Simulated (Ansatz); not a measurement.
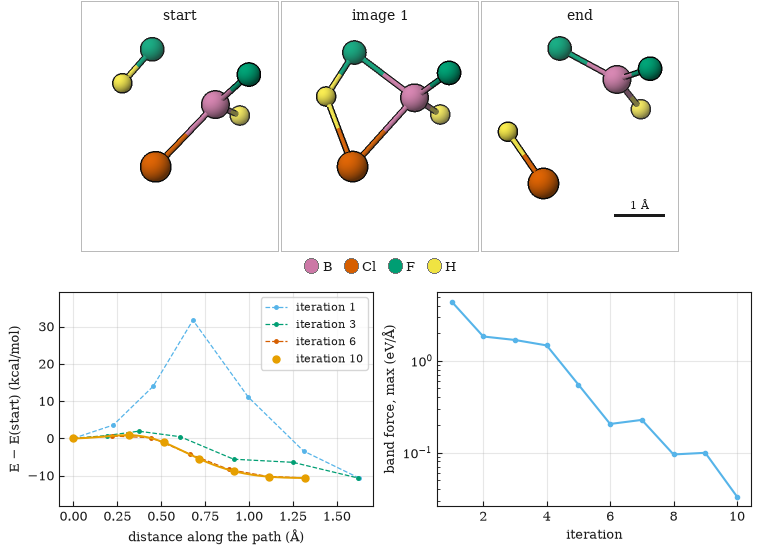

A search for the minimum-energy path of BH2ClF2 by the nudged elastic band. Images are numbered from 0 (start) to 6 (end). The plot follows the band through its iterations. The picture is a ball-and-stick view, seen at a tilt.

Theory: RKS LDA/def2-SVP (Ansatz).

Input file:
```yaml
crystal:
  periodic: [false, false, false]
  atoms:
    - { symbol: B, position_ang: [0.001555, 0.065098, 0.120569] }
    - { symbol: Cl, position_ang: [0.004896, -0.367724, 1.925518] }
    - { symbol: F, position_ang: [1.151927, -0.143385, -0.488928] }
    - { symbol: H, position_ang: [-1.054075, -0.077754, -0.460202] }
    - { symbol: F, position_ang: [0.048767, 1.765844, 0.483577] }
    - { symbol: H, position_ang: [0.088531, 1.486622, 1.435166] }
basis:
  gaussian: { orbitals: def2-SVP }
hamiltonian:
  xc: lda
neb:
  order_check: false
  images: 5
  f_tol: 0.05
  max_iterations: 60
  final_atoms:
    - { symbol: B, position_ang: [0.0114922, 0.38891497, -0.32130335] }
    - { symbol: Cl, position_ang: [-0.0039704, -0.12950926, 2.35753712] }
    - { symbol: F, position_ang: [1.15210194, -0.18628883, -0.61421169] }
    - { symbol: H, position_ang: [-1.05122203, -0.15665424, -0.53067778] }
    - { symbol: F, position_ang: [0.05872626, 1.66758341, 0.03675259] }
    - { symbol: H, position_ang: [0.07447303, 1.14465494, 2.08760312] }
  initial_path:
    images:
      - { positions_ang: [[0.001555, 0.065098, 0.120569], [0.004896, -0.367724, 1.925518], [1.151927, -0.143385, -0.488928], [-1.054075, -0.077754, -0.460202], [0.048767, 1.765844, 0.483577], [0.088531, 1.486622, 1.435166]] }
      - { positions_ang: [[-0.00031466, 0.04207753, 0.08169891], [0.00174104, -0.24006657, 2.02163706], [1.14766855, -0.10231895, -0.54450494], [-1.04750731, -0.05173024, -0.50391501], [0.06001604, 1.68899213, 0.48952363], [0.07999735, 1.39174711, 1.47126035]] }
      - { positions_ang: [[-0.00218432, 0.01905705, 0.04282883], [-0.00141391, -0.11240914, 2.11775612], [1.14341009, -0.0612529, -0.60008188], [-1.04093963, -0.02570648, -0.54762802], [0.07126508, 1.61214026, 0.49547025], [0.07146369, 1.29687222, 1.5073547]] }
      - { positions_ang: [[-0.00405398, -0.00396342, 0.00395874], [-0.00456887, 0.01524829, 2.21387518], [1.13915164, -0.02018685, -0.65565882], [-1.03437194, 0.00031728, -0.59134102], [0.08251411, 1.53528838, 0.50141688], [0.06293004, 1.20199733, 1.54344905]] }
      - { positions_ang: [[0.00112808, 0.12699604, -0.10446196], [-0.00436938, -0.03300423, 2.26176249], [1.14346841, -0.07555418, -0.64184311], [-1.03998864, -0.05200656, -0.57111994], [0.07458483, 1.57938673, 0.34652878], [0.0667777, 1.1828832, 1.72483374]] }
      - { positions_ang: [[0.00631014, 0.25795551, -0.21288265], [-0.00416989, -0.08125674, 2.3096498], [1.14778518, -0.1309215, -0.6280274], [-1.04560533, -0.1043304, -0.55089886], [0.06665554, 1.62348507, 0.19164068], [0.07062537, 1.16376907, 1.90621843]] }
      - { positions_ang: [[0.0114922, 0.38891497, -0.32130335], [-0.0039704, -0.12950926, 2.35753712], [1.15210194, -0.18628883, -0.61421169], [-1.05122203, -0.15665424, -0.53067778], [0.05872626, 1.66758341, 0.03675259], [0.07447303, 1.14465494, 2.08760312]] }
```

Launched with:
```bash
ansatz run input.yaml --threads 1 --pin off --max-ram 2048MiB --backend cpu --events-out ev --progress --plain --runs-dir out
```

Q: Judge this run.

A: The result is final at these settings. The band converged in 10 iterations. The largest component of the band force went from 4.4 to 0.033 eV/Å. The climbing image converged on the top of the path. Its vibrational analysis gives one imaginary mode (450i cm⁻¹), as a transition state must have. The first iteration put the highest image at 31.7 kcal/mol. The highest point, image 1, lies 0.9 kcal/mol above the start and 11.5 kcal/mol above the end; the end is at −10.6 kcal/mol relative to the start.
